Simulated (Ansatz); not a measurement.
**A computed series for CdTe: pressure series**

Take CdTe in the zinc blende structure (space group F-43m, No. 216; a = 6.489 Å) as the base.

Cell and atoms are relaxed at each pressure.

The values are results of plane-wave PAW DFT at the PBEsol level (Ansatz, a program for electronic structure, 420 eV), spin-orbit coupling left out, not measurements.

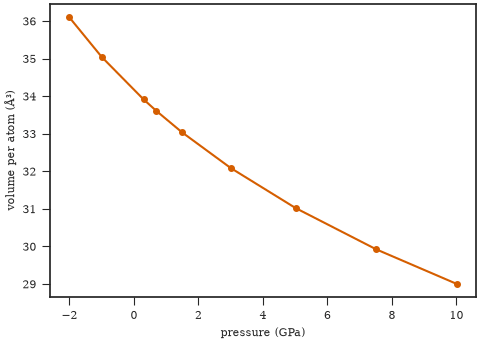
Fig. 1. Volume against pressure

Q: Estimate the zero-pressure bulk modulus from the plot.

A: About 41 GPa; a third-order Birch–Murnaghan fit to the points gives V₀ = 34.16 Å³/atom, B₀ = 41 GPa and B₀′ = 4.8.

Measured bulk modulus of CdTe: 43.7 GPa (room temperature; as listed in Elmahjoubi et al., arXiv (2023)); the computed value is for a static lattice, so the two differ by thermal effects too.

Between the base and pressure 3 GPa the gap moves from 0.65 eV to 0.83 eV, a mean slope of 62 meV/GPa.

With Te present, leaving out spin-orbit coupling can change the band edges. Load acts through the strain it causes; cell and atoms are relaxed under it. Whether these cells are dynamically stable was not tested. Measured, CdTe leaves this structure (for cinnabar) near 3.53 GPa (temperature not stated; as listed in Datta, Sujoy, Jana, Debnarayan, arXiv (2020)), on rising pressure, with hysteresis.
